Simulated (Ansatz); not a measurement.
# H3NOSi: molecular dynamics

The plan is to follow the molecule's vibrations and see whether its bonds hold. The start is relaxed first. Runs: 500 steps of 0.5 fs at constant energy, with velocities drawn for 500 K. SMILES of the start: N[Si]O.

All numbers below are computed with Ansatz 0.2.0 (RKS LDA/def2-SVP).

### 1 The system as given

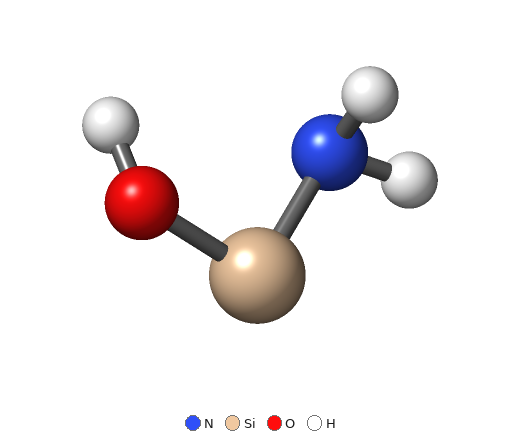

The starting structure, seen from a chosen angle (nitrogen blue, silicon light orange, oxygen red, hydrogen white).

Structure file:

```xyz
6

N    -0.8213   -0.0076   -0.2625
Si    0.6374   -0.6158   -0.6793
O     1.4889   -0.1964    0.6419
H    -1.4774   -0.1264   -1.0139
H    -0.7999    1.0436   -0.2150
H     1.0145   -0.1612    1.4826
```

### 2 Preparing the start

Input file input.yaml:

```yaml
crystal:
  periodic: [false, false, false]
  atoms:
    - { symbol: "N", position_ang: [-0.8213, -0.0076, -0.2625] }
    - { symbol: Si, position_ang: [0.6374, -0.6158, -0.6793] }
    - { symbol: O, position_ang: [1.4889, -0.1964, 0.6419] }
    - { symbol: H, position_ang: [-1.4774, -0.1264, -1.0139] }
    - { symbol: H, position_ang: [-0.7999, 1.0436, -0.215] }
    - { symbol: H, position_ang: [1.0145, -0.1612, 1.4826] }
basis:
  gaussian: { orbitals: def2-SVP }
hamiltonian:
  xc: lda
relax:
  f_tol: 0.02
  max_steps: 40
```

Started as:

```bash
ansatz run input.yaml --threads 1 --pin off --max-ram 2048MiB --backend cpu --events-out ev --progress --plain --runs-dir out
```

What it wrote, cut to the lines that bear on the results:

```text
Warning: RAYON_NUM_THREADS=1 ignored (pool sized by the plan → 1); use --threads N
[...]
Functional definition: SPW92
[...]
685 factors; their error is unknown
[...]
mean field -11399.89150880 eV, -418.9382858243 hartree, gradient 2.2e-5 eV, S^2 0.000000; 0 other end points of the search recorded, 0 dependent functions left out
[...]
reference -11399.89153658 eV, -418.9382868452 hartree; 16, 16 occupied and 45, 45 virtual orbitals, 685 factors
relax step   1: F+E_penalty+E_count = -11399.89150880 eV  Δ(F+E_penalty+E_count) = +0.000e0 eV  max|allowed force component| = 2.699e0 eV/Å  Δτ_max = 0.0000 Å  (26 SCF iters, accepted)
[...]
relax step   3: F+E_penalty+E_count = -11400.39710080 eV  Δ(F+E_penalty+E_count) = -1.513e-1 eV  max|allowed force component| = 1.450e0 eV/Å  Δτ_max = 0.1931 Å  (34 SCF iters, accepted)
[...]
relax step   5: F+E_penalty+E_count = -11400.56156223 eV  Δ(F+E_penalty+E_count) = -8.241e-3 eV  max|allowed force component| = 2.727e-1 eV/Å  Δτ_max = 0.0877 Å  (28 SCF iters, accepted)
[...]
relax step   7: F+E_penalty+E_count = -11400.57421521 eV  Δ(F+E_penalty+E_count) = -1.297e-3 eV  max|allowed force component| = 1.242e-1 eV/Å  Δτ_max = 0.0271 Å  (28 SCF iters, accepted)
[...]
relax step   9: F+E_penalty+E_count = -11400.57531451 eV  Δ(F+E_penalty+E_count) = -1.694e-4 eV  max|allowed force component| = 2.192e-2 eV/Å  Δτ_max = 0.0090 Å  (28 SCF iters, accepted)
[...]
relax step  10: F+E_penalty+E_count = -11400.57534444 eV  Δ(F+E_penalty+E_count) = -2.993e-5 eV  max|allowed force component| = 6.255e-3 eV/Å  Δτ_max = 0.0045 Å  (28 SCF iters, accepted)
685 factors; their error is unknown
[...]
mean field -11400.57534444 eV, -418.9634163208 hartree, gradient 2.1e-5 eV, S^2 0.000000; 1 other end points of the search recorded, 0 dependent functions left out
[...]
reference -11400.57537308 eV, -418.9634173733 hartree; 16, 16 occupied and 45, 45 virtual orbitals, 685 factors
Total energy: -11400.57537308 eV, -418.9634173733 hartree
Atom 0 at    -0.763556     0.105487    -0.500641 Å, force     0.003360     0.001768     0.005345 eV/Å
Atom 1 at     0.663818    -0.857710    -0.640176 Å, force     0.002136    -0.002823    -0.002218 eV/Å
Atom 2 at     1.511379    -0.399444     0.726517 Å, force     0.000795    -0.000818    -0.000441 eV/Å
Atom 3 at    -1.500980     0.046490    -1.211826 Å, force    -0.005629    -0.001092    -0.006255 eV/Å
Atom 4 at    -1.006891     0.778379     0.239041 Å, force    -0.000455     0.001408     0.001522 eV/Å
Atom 5 at     1.138431     0.262999     1.340884 Å, force    -0.000206     0.001556     0.002046 eV/Å
Dipole moment:    -0.518043     0.459994     0.206003 e Å
```

Wall time 9 s (1 thread of Arm Neoverse V2, shared host); peak memory 0.12 GiB.

Step by step:

```csv
step,energy from step 1 (eV),largest force component (eV/Å)
1,0.0000,2.6986
2,-0.3543,2.3548
3,-0.5056,1.4502
4,-0.6618,0.3617
5,-0.6701,0.2727
6,-0.6814,0.0884
7,-0.6827,0.1242
8,-0.6836,0.0421
9,-0.6838,0.0219
10,-0.6838,0.0063
```

Step 1 is the start.

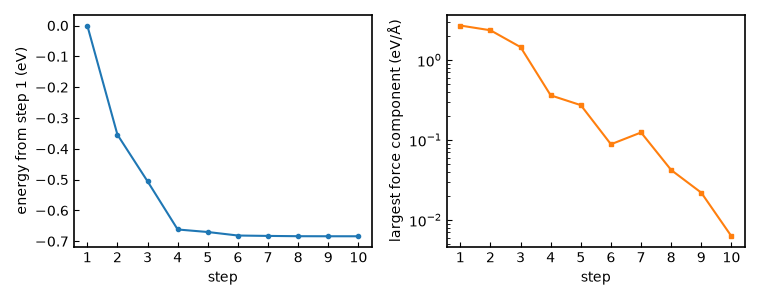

Energy and largest force along the relaxation.

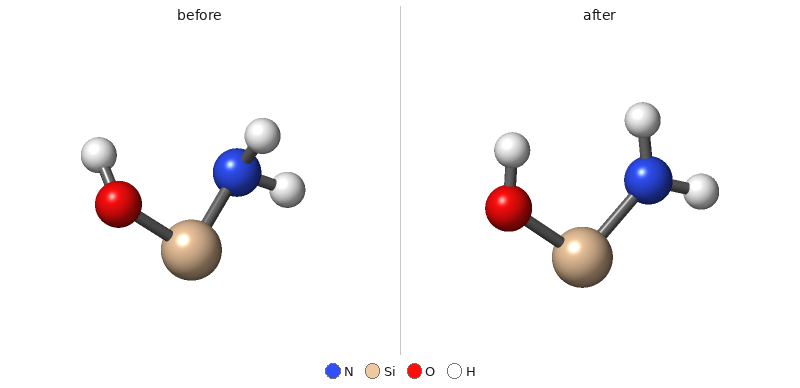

Before and after, at one scale.

After: Bond lengths: N1–Si2 1.728 Å, Si2–O3 1.672 Å, N1–H4 1.026 Å, N1–H5 1.029 Å, O3–H6 0.977 Å. Angles: N1–Si2–O3 101.5°, Si2–N1–H4 120.4°, Si2–N1–H5 128.2°, H4–N1–H5 111.5°, Si2–O3–H6 120.4°.

### 3 The run

500 steps of 0.5 fs at constant energy, with velocities drawn for 500 K, from the relaxed start.

Input file input.yaml:

```yaml
crystal:
  periodic: [false, false, false]
  atoms:
    - { symbol: "N", position_ang: [-0.763556, 0.105487, -0.500641] }
    - { symbol: Si, position_ang: [0.663818, -0.85771, -0.640176] }
    - { symbol: O, position_ang: [1.511379, -0.399444, 0.726517] }
    - { symbol: H, position_ang: [-1.50098, 0.04649, -1.211826] }
    - { symbol: H, position_ang: [-1.006891, 0.778379, 0.239041] }
    - { symbol: H, position_ang: [1.138431, 0.262999, 1.340884] }
basis:
  gaussian: { orbitals: def2-SVP }
hamiltonian:
  xc: lda
md:
  timestep: 0.5
  n_steps: 500
  ensemble: nve
  temperature: 500.0
  initial_velocities: maxwell_boltzmann
  seed: 565474
```

Started as:

```bash
ansatz run input.yaml --threads 1 --pin off --max-ram 2048MiB --backend cpu --events-out ev --progress --plain --runs-dir out
```

What it wrote, cut to the lines that bear on the results:

```text
Warning: RAYON_NUM_THREADS=1 ignored (pool sized by the plan → 1); use --threads N
[...]
[... 1 set-up line as earlier in the session ...]
[...]
685 factors; their error is unknown
[...]
mean field -11400.57534095 eV, -418.9634161923 hartree, gradient 3.2e-5 eV, S^2 0.000000; 0 other end points of the search recorded, 0 dependent functions left out
[...]
reference -11400.57536971 eV, -418.9634172493 hartree; 16, 16 occupied and 45, 45 virtual orbitals, 685 factors
md step     0: t =     0.00 fs  T =   500.0 K  F+E_penalty+E_count = -11400.57534095 eV  E_kin = 0.258520 eV  conserved = -11400.31682095 eV  (26 SCF iters)
[...]
md step    20: t =    10.00 fs  T =   258.9 K  F+E_penalty+E_count = -11400.45010465 eV  E_kin = 0.133864 eV  conserved = -11400.31624038 eV  (29 SCF iters)
[...]
md step    40: t =    20.00 fs  T =   138.8 K  F+E_penalty+E_count = -11400.38725435 eV  E_kin = 0.071779 eV  conserved = -11400.31547517 eV  (28 SCF iters)
[...]
md step    60: t =    30.00 fs  T =   231.7 K  F+E_penalty+E_count = -11400.43520807 eV  E_kin = 0.119778 eV  conserved = -11400.31543029 eV  (28 SCF iters)
[...]
md step    80: t =    40.00 fs  T =   189.6 K  F+E_penalty+E_count = -11400.41392146 eV  E_kin = 0.098007 eV  conserved = -11400.31591446 eV  (28 SCF iters)
md step    81: t =    40.50 fs  T =   211.1 K  F+E_penalty+E_count = -11400.42541752 eV  E_kin = 0.109172 eV  conserved = -11400.31624532 eV  (28 SCF iters)
```

### 4 The output, continued: dynamics from the start

Output, continued, cut to the lines that bear on the results:

```text
md step    82: t =    41.00 fs  T =   223.4 K  F+E_penalty+E_count = -11400.43191465 eV  E_kin = 0.115501 eV  conserved = -11400.31641358 eV  (28 SCF iters)
[...]
md step   107: t =    53.50 fs  T =   320.3 K  F+E_penalty+E_count = -11400.48191953 eV  E_kin = 0.165602 eV  conserved = -11400.31631718 eV  (28 SCF iters)
[...]
md step   132: t =    66.00 fs  T =   118.1 K  F+E_penalty+E_count = -11400.37647735 eV  E_kin = 0.061044 eV  conserved = -11400.31543377 eV  (28 SCF iters)
[...]
md step   157: t =    78.50 fs  T =   227.0 K  F+E_penalty+E_count = -11400.43277393 eV  E_kin = 0.117355 eV  conserved = -11400.31541875 eV  (28 SCF iters)
[...]
md step   182: t =    91.00 fs  T =   331.4 K  F+E_penalty+E_count = -11400.48746448 eV  E_kin = 0.171345 eV  conserved = -11400.31611987 eV  (28 SCF iters)
md step   183: t =    91.50 fs  T =   314.1 K  F+E_penalty+E_count = -11400.47819505 eV  E_kin = 0.162412 eV  conserved = -11400.31578324 eV  (28 SCF iters)
md step   184: t =    92.00 fs  T =   301.2 K  F+E_penalty+E_count = -11400.47131621 eV  E_kin = 0.155752 eV  conserved = -11400.31556381 eV  (28 SCF iters)
```

### 5 The output, continued: dynamics from the start

The log, continued, cut to the lines that bear on the results:

```text
md step   185: t =    92.50 fs  T =   299.5 K  F+E_penalty+E_count = -11400.47035275 eV  E_kin = 0.154839 eV  conserved = -11400.31551349 eV  (28 SCF iters)
[...]
md step   206: t =   103.00 fs  T =   350.1 K  F+E_penalty+E_count = -11400.49718947 eV  E_kin = 0.180998 eV  conserved = -11400.31619147 eV  (28 SCF iters)
[...]
md step   227: t =   113.50 fs  T =   286.7 K  F+E_penalty+E_count = -11400.46486690 eV  E_kin = 0.148214 eV  conserved = -11400.31665274 eV  (28 SCF iters)
[...]
md step   248: t =   124.00 fs  T =   113.2 K  F+E_penalty+E_count = -11400.37365830 eV  E_kin = 0.058534 eV  conserved = -11400.31512476 eV  (28 SCF iters)
[...]
md step   499: t =   249.50 fs  T =   191.8 K  F+E_penalty+E_count = -11400.41469196 eV  E_kin = 0.099167 eV  conserved = -11400.31552546 eV  (28 SCF iters)
[...]
md step   500: t =   250.00 fs  T =   178.7 K  F+E_penalty+E_count = -11400.40752928 eV  E_kin = 0.092404 eV  conserved = -11400.31512491 eV  (27 SCF iters)
Total energy: -11400.40755751 eV, -418.9572502646 hartree
Atom 0 at    -0.791267     0.093275    -0.514380 Å, force     1.338335    -0.145420     0.603405 eV/Å
Atom 1 at     0.659356    -0.838482    -0.639510 Å, force     0.320142    -0.362125     0.097240 eV/Å
Atom 2 at     1.539316    -0.405574     0.736523 Å, force     0.552028    -0.951618    -1.867223 eV/Å
Atom 3 at    -1.563410    -0.182969    -1.108812 Å, force    -0.614548     0.403662    -0.212204 eV/Å
Atom 4 at    -0.827065     0.932386     0.080376 Å, force    -0.672815    -0.065617    -0.154736 eV/Å
Atom 5 at     1.086993     0.069707     1.410075 Å, force    -0.923142     1.121118     1.533517 eV/Å
Dipole moment:    -0.534394     0.421586     0.217197 e Å
```

Run time: 5.3 min. Hardware: 1 thread of Arm Neoverse V2, shared host; peak memory 0.096 GiB.

### 6 What the atoms did

The trajectory, every 36 steps (energies from step 0):

```csv
time (fs),T (K),potential energy change (meV/atom),total energy change (meV/atom)
0.0,500,0.0,0.00
18.0,140,31.0,0.06
36.0,335,14.3,0.03
54.0,342,13.6,0.05
72.0,216,24.5,0.03
90.0,339,13.9,0.03
108.0,249,21.7,0.05
126.0,245,22.0,0.01
144.0,333,14.5,0.06
162.0,335,14.2,0.02
180.0,164,29.0,0.06
198.0,403,8.4,0.02
216.0,274,19.5,0.04
234.0,325,15.1,0.03
250.0,179,28.0,0.28
```

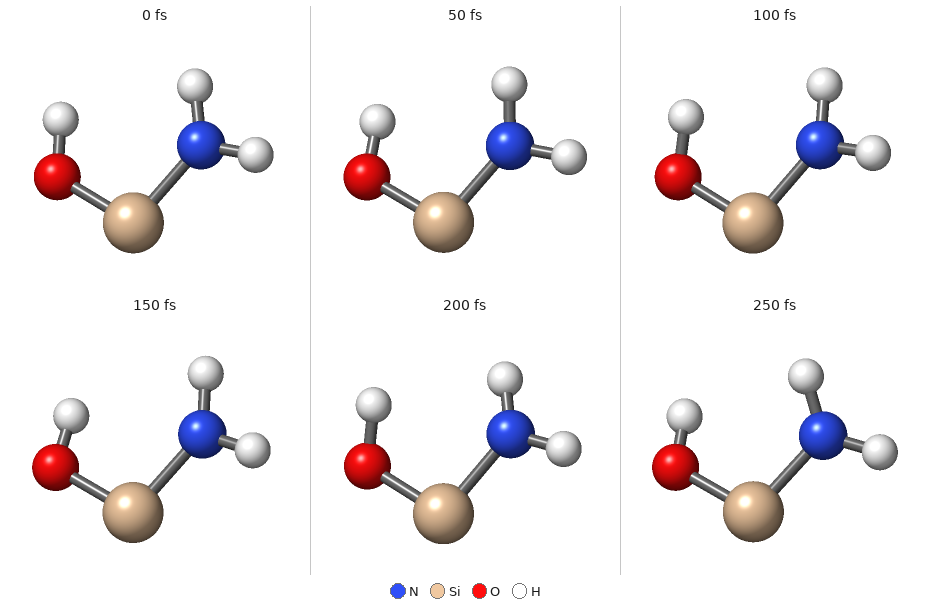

The system at six times, viewed from a chosen angle. Sticks join atoms within a bonding distance in each frame.

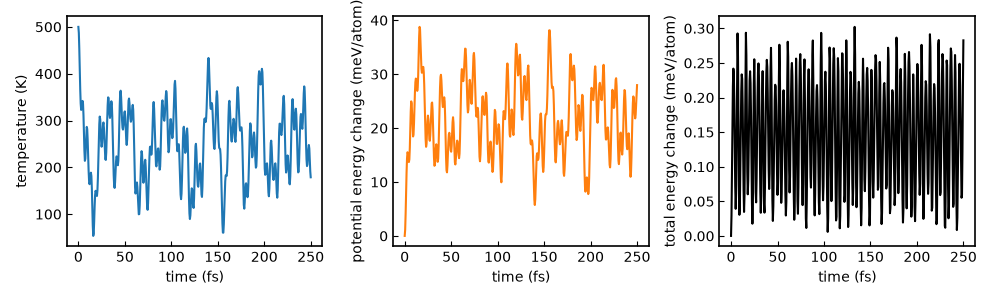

Traces against time; each panel has its own scale.

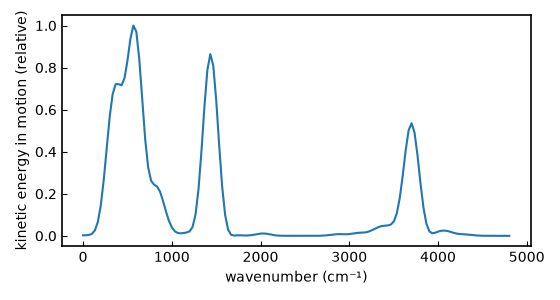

Power spectrum of the mass-weighted velocities; a run of 250 fs resolves no finer than about 270 cm⁻¹.

Maxima of the velocity power spectrum (cm⁻¹, relative height; resolution about 270 cm⁻¹): 400 (72), 570 (100), 1430 (86), 3700 (54).

### 7 Frames from the trajectory

Extended XYZ, with forces in eV/Å:

```xyz
6
time_fs=31.0 T=299 dE=0.1045
N    -0.779    0.105   -0.498   -0.710    0.127   -0.826
Si    0.671   -0.851   -0.637   -0.451    0.054   -0.100
O     1.513   -0.424    0.737   -0.116    1.178    0.499
H    -1.469    0.126   -1.285    0.675   -0.327    0.310
H    -1.206    0.711    0.214    0.420    0.021    0.416
H     1.282    0.460    1.150    0.183   -1.053   -0.300
6
time_fs=62.5 T=163 dE=0.1748
N    -0.782    0.110   -0.514    1.467   -0.471    0.510
Si    0.675   -0.861   -0.640   -0.626    0.149   -0.236
O     1.499   -0.375    0.720    0.588   -0.349   -0.718
H    -1.609   -0.042   -1.093   -0.233    0.401    0.051
H    -0.730    0.869    0.190   -0.717   -0.168   -0.380
H     1.135   -0.113    1.565   -0.479    0.437    0.772
6
time_fs=94.0 T=351 dE=0.0775
N    -0.738    0.096   -0.471   -0.940    0.413   -0.289
Si    0.662   -0.860   -0.649    0.549   -0.139   -0.006
O     1.502   -0.386    0.721   -0.685    0.645    0.849
H    -1.403    0.114   -1.253   -0.059   -0.182   -0.133
H    -1.118    0.722    0.252    0.320   -0.006    0.219
H     0.971    0.243    1.301    0.814   -0.731   -0.640
6
time_fs=125.0 T=174 dE=0.1693
N    -0.770    0.076   -0.524   -0.961    0.421   -0.026
Si    0.661   -0.836   -0.647    0.778   -0.410    0.281
O     1.500   -0.412    0.757   -0.284   -1.558   -1.389
H    -1.615    0.046   -1.121    0.515   -0.201   -0.096
H    -0.994    0.636    0.298    0.039    0.304    0.437
H     1.603    0.408    1.213   -0.085    1.445    0.794
6
time_fs=156.0 T=60 dE=0.2289
N    -0.797    0.112   -0.485    1.483   -0.915    0.114
Si    0.662   -0.859   -0.640   -0.061    0.529    0.200
O     1.557   -0.385    0.722   -1.915    0.491    0.824
H    -1.351   -0.055   -1.323   -0.779    0.416    0.017
H    -1.083    0.820    0.206   -0.258   -0.004   -0.343
H     0.862    0.035    1.345    1.530   -0.517   -0.811
6
time_fs=187.5 T=226 dE=0.1428
N    -0.761    0.091   -0.498   -0.552    0.659    0.565
Si    0.682   -0.855   -0.648   -0.508   -0.094   -0.269
O     1.468   -0.392    0.722    0.973   -1.397   -1.118
H    -1.652    0.056   -1.012    0.334   -0.271   -0.353
H    -0.908    0.780    0.269    0.274   -0.354   -0.191
H     1.336    0.263    1.378   -0.520    1.457    1.366
6
time_fs=219.0 T=279 dE=0.1157
N    -0.756    0.105   -0.481   -0.535    0.047   -0.647
Si    0.669   -0.861   -0.639   -0.183    0.069   -0.400
O     1.501   -0.397    0.712   -0.342    1.449    1.548
H    -1.381    0.215   -1.304    0.218   -0.208    0.399
H    -1.198    0.528    0.345    0.189    0.126    0.103
H     1.135    0.389    1.258    0.653   -1.483   -1.002
6
time_fs=250.0 T=179 dE=0.1678
N    -0.791    0.093   -0.514    1.338   -0.145    0.603
Si    0.659   -0.839   -0.639    0.320   -0.362    0.097
O     1.539   -0.406    0.737    0.552   -0.952   -1.867
H    -1.563   -0.183   -1.109   -0.615    0.404   -0.212
H    -0.827    0.932    0.080   -0.673   -0.066   -0.155
H     1.087    0.070    1.410   -0.923    1.121    1.534
```

### 8 Summary of results

```
                          quantity                         value
           relaxation of the start       9 moves, 0.684 eV lower
                            length           500 steps of 0.5 fs
  temperature, first and last step                 500 and 179 K
          temperature, second half  mean 253 K, from 60 to 434 K
     potential energy, second half   +21 meV/atom from the start
largest change of the total energy                 0.30 meV/atom
            bonds formed or broken                             0
```

The temperature starts at 500 K and averages 253 K in the second half, where it ranges from 60 to 434 K; a mean near half the start is what vibrations about a minimum give, since they share energy equally between motion and strain. The total energy strays from its start by at most 0.30 meV/atom, 1.4 % of the mean kinetic energy, which is good for a step of 0.5 fs. The bonding pattern survives the run. 250 fs on 6 atoms is far too short and small for converged averages. The nuclei move classically, without zero-point motion, which matters most for hydrogen.
